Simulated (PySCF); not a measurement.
**O$_{3}$: one change and its effect**

System: O$_{3}$ (ozone), SMILES O=[O+][O-].
Method of run A: TDDFT PBE0/6-31G*, vertical, gas phase, core orbitals frozen in the response (PySCF 2.14.0).

The geometry comes from this level: PBE0-D3(BJ)/def2-SVP. Text and figures count atoms from 1; the logs count them from 0 in places.

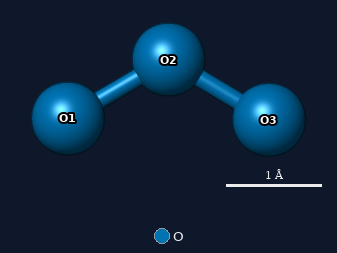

The structure (ball-and-stick view, seen on its broad side; atoms are numbered from 1 in the order of the input).

### Input, run A
```
{"job": {"kind": "uv", "xc": "PBE0", "basis": "6-31G*"}, "charge": 0, "multiplicity": 1}
O     -1.011916    -0.401259     0.060550
O     -0.062267     0.380901    -0.035655
O      1.080743    -0.081921    -0.069896
```

The first line tells a small driver script what to run in PySCF; the rest is the geometry in Å.

Launched with:
```bash
OMP_NUM_THREADS=1 python <driver script> task.json out
```

Hardware: 1 CPU thread, shared host.

### Output (run A)
```
coarse grid: 3264 points
cycle   1  E = -225.0702977498  dE =  7.323e-01  |g| = 8.524e-01  |ddm| = 2.340e+00
cycle   2  E = -224.7452261055  dE =  3.251e-01  |g| = 1.629e+00  |ddm| = 1.301e+00
cycle   3  E = -225.1957556121  dE = -4.505e-01  |g| = 4.308e-02  |ddm| = 8.606e-01
cycle   4  E = -225.1960326908  dE = -2.771e-04  |g| = 2.078e-02  |ddm| = 4.276e-02
cycle   5  E = -225.1958236210  dE =  2.091e-04  |g| = 3.787e-02  |ddm| = 3.707e-02
cycle   6  E = -225.1961143755  dE = -2.908e-04  |g| = 8.863e-04  |ddm| = 2.558e-02
cycle   7  E = -225.1961145117  dE = -1.362e-07  |g| = 2.154e-04  |ddm| = 6.333e-04
final grid: 33624 points
cycle   8  E = -225.1705684856  dE = -4.905e-06  |g| = 3.311e-03  |ddm| = 7.958e-03
cycle   9  E = -225.1705691765  dE = -6.909e-07  |g| = 2.794e-03  |ddm| = 4.409e-03
cycle  10  E = -225.1705703861  dE = -1.210e-06  |g| = 1.272e-03  |ddm| = 2.155e-03
cycle  11  E = -225.1705706538  dE = -2.678e-07  |g| = 1.637e-04  |ddm| = 7.012e-04
cycle  12  E = -225.1705706560  dE = -2.183e-09  |g| = 1.272e-04  |ddm| = 1.897e-04
cycle  13  E = -225.1705706592  dE = -3.227e-09  |g| = 5.524e-06  |ddm| = 8.443e-05
cycle  14  E = -225.1705706592  dE = -8.811e-12  |g| = 9.359e-07  |ddm| = 7.048e-06
converged SCF energy = -225.1705706592

Static polarisability (au): isotropic 12.523, principal 5.838 7.629 24.102

Singlet excitations
state   eV       nm        f      main configurations
  1   2.1931    565.3   0.00001   H->L 1.00
  2   2.5353    489.0   0.00000   H-1->L 1.00
  3   5.8989    210.2   0.12870   H-2->L 0.93
  4   9.6801    128.1   0.00149   H-4->L 0.99
  5   9.7892    126.7   0.00000   H-3->L 0.99
  6  10.2588    120.9   0.00054   H->L+1 0.94
  7  10.9627    113.1   0.03094   H-1->L+1 0.84, H->L+2 0.14
  8  11.0342    112.4   0.00000   H-2->L+1 0.99
  9  12.0099    103.2   0.03194   H-5->L 0.88
 10  13.3847     92.6   0.00021   H-1->L+2 0.98

Triplet excitations (Tamm-Dancoff, eV): 1.3092 1.5622 1.7945 8.2517
```

For run B the input was changed thus:
```diff
-"basis": "6-31G*"
+"basis": "def2-SVP"
```

How does run B compare with run A?

The total energy of run B is 108.1 kcal/mol higher, which measures the change of basis and not a stability. The HOMO goes from −9.30 to −9.45 eV. The LUMO goes from −4.46 to −4.65 eV. The lowest excitation goes from 2.19 to 2.15 eV. The strongest computed line goes from 5.90 to 5.93 eV. The number of SCF iterations is the same.

### Output (run B)
```
coarse grid: 3264 points
cycle   1  E = -224.8190522163  dE =  7.157e-01  |g| = 8.749e-01  |ddm| = 2.305e+00
cycle   2  E = -224.4957545608  dE =  3.233e-01  |g| = 1.632e+00  |ddm| = 1.433e+00
cycle   3  E = -224.9493060823  dE = -4.536e-01  |g| = 4.750e-02  |ddm| = 9.351e-01
cycle   4  E = -224.9495825272  dE = -2.764e-04  |g| = 2.451e-02  |ddm| = 5.422e-02
cycle   5  E = -224.9493028607  dE =  2.797e-04  |g| = 4.398e-02  |ddm| = 4.496e-02
cycle   6  E = -224.9496965584  dE = -3.937e-04  |g| = 8.325e-04  |ddm| = 3.048e-02
cycle   7  E = -224.9496966840  dE = -1.255e-07  |g| = 1.669e-04  |ddm| = 6.235e-04
final grid: 33624 points
cycle   8  E = -224.9983733744  dE = -9.318e-06  |g| = 4.615e-03  |ddm| = 1.416e-02
cycle   9  E = -224.9983743412  dE = -9.667e-07  |g| = 4.168e-03  |ddm| = 6.648e-03
cycle  10  E = -224.9983768458  dE = -2.505e-06  |g| = 2.047e-03  |ddm| = 3.497e-03
cycle  11  E = -224.9983775091  dE = -6.633e-07  |g| = 6.267e-04  |ddm| = 1.463e-03
cycle  12  E = -224.9983775878  dE = -7.868e-08  |g| = 7.569e-05  |ddm| = 4.711e-04
cycle  13  E = -224.9983775888  dE = -1.033e-09  |g| = 6.677e-06  |ddm| = 4.860e-05
cycle  14  E = -224.9983775888  dE = -1.148e-11  |g| = 9.602e-07  |ddm| = 8.782e-06
converged SCF energy = -224.9983775888

Static polarisability (au): isotropic 12.139, principal 5.377 7.069 23.972

Singlet excitations
state   eV       nm        f      main configurations
  1   2.1455    577.9   0.00002   H->L 1.00
  2   2.5104    493.9   0.00000   H-1->L 1.00
  3   5.9307    209.1   0.13691   H-2->L 0.93
  4   9.6362    128.7   0.00247   H-4->L 0.99
  5   9.6381    128.6   0.00001   H-3->L 0.99
  6  10.4717    118.4   0.00181   H->L+1 0.93
  7  11.1724    111.0   0.02558   H-1->L+1 0.83, H->L+2 0.15
  8  11.2533    110.2   0.00000   H-2->L+1 0.99
  9  12.0685    102.7   0.03416   H-5->L 0.87
 10  13.5103     91.8   0.00086   H-1->L+2 0.97

Triplet excitations (Tamm-Dancoff, eV): 1.2576 1.4906 1.7619 8.2430
```

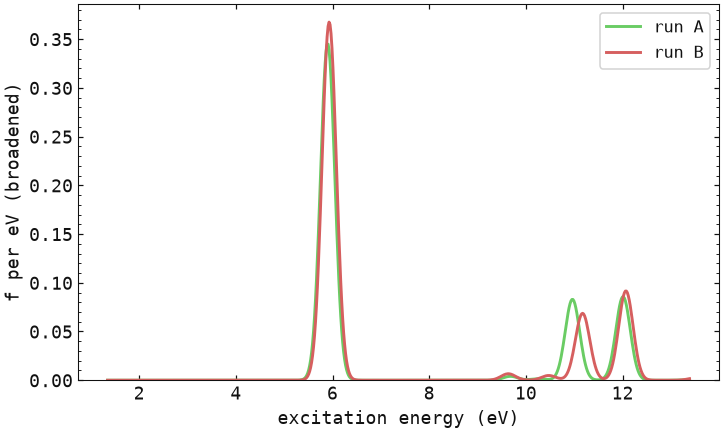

Absorption of the two runs from their computed states, each broadened by a Gaussian of 0.35 eV full width; the range ends where the shorter list of states ends.

### The two runs side by side

```tsv
quantity	run A	run B
outcome	converged	converged
total energy (hartree)	−225.170571	−224.998378
HOMO (eV)	−9.30	−9.45
LUMO (eV)	−4.46	−4.65
dipole moment (D)	0.64	0.65
lowest excitation (eV)	2.19	2.15
SCF iterations	14	14
strongest computed line (eV)	5.90	5.93
basis functions	42	42
wall time (shared host)	0.88 s	0.85 s
```
